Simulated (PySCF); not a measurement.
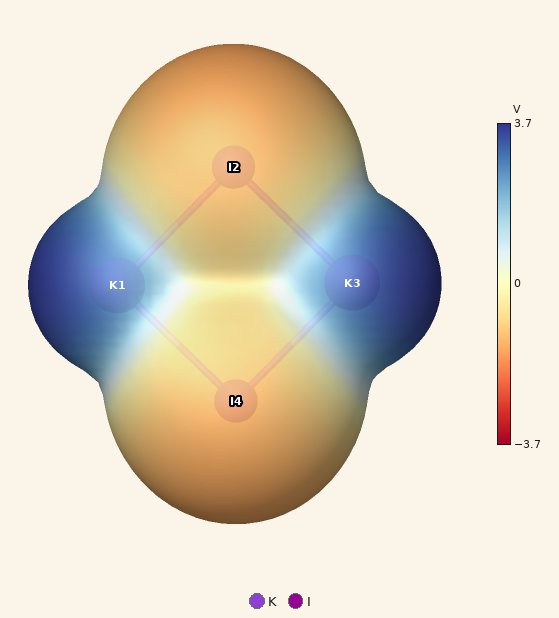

(KI)2 ring (I$_{2}$K$_{2}$). Electrostatic potential on the surface of electron density 0.001 a.u.

Method: PBE0/def2-SVP; geometry: GFN2-xTB; program: PySCF. Core potentials replace the inner electrons of I; spin–orbit coupling isn't included. This is a single-reference result, which may miss multireference character in this system. No frequency check shows the geometry to be a minimum. GFN2-xTB bond lengths at metals and heavier atoms can be off by up to 0.1 Å and shapes distorted, which carries into these values.

Cartesian coordinates (Å):

```
K1      -0.0004   -2.3676    0.0000
I2      -2.3474    0.0002    0.0000
K3       0.0009    2.3676    0.0000
I4       2.3472   -0.0002    0.0000
```

**Where are the extremes of the potential on the surface?**

Highest: 3.64 V, 1.8 Å from K3. Lowest: −1.56 V, 2.5 Å from I2, and at like points elsewhere. The surface is sampled at points, so like sites can differ by a few per cent and only the strongest of them is named.

**What volume does the surface enclose, and what is the dipole moment?**

About 179 Å³; the dipole moment is 0.0 D.

The PySCF run took 36 s on 1 thread of Intel(R) Xeon(R) Processor @ 2.50GHz (Skylake/Cascade Lake), on a shared host, peak memory 0.41 GiB.
